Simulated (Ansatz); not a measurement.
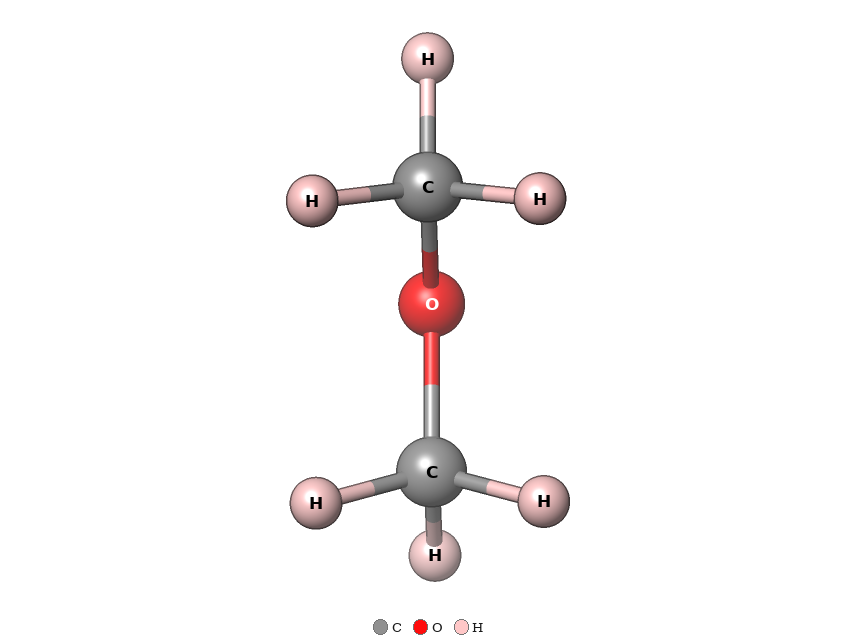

Atoms fade into the background with distance from the viewer. The geometry was computed by an optimisation with PBE-D4/def2-SVP. No frequency run is at hand to confirm it as a minimum.

Which symmetry elements does this geometry have?

It has 1 C2 axis and 2 mirror planes, so the point group is C2v. The group has 4 operations. The geometry is achiral, and symmetry allows a dipole moment.
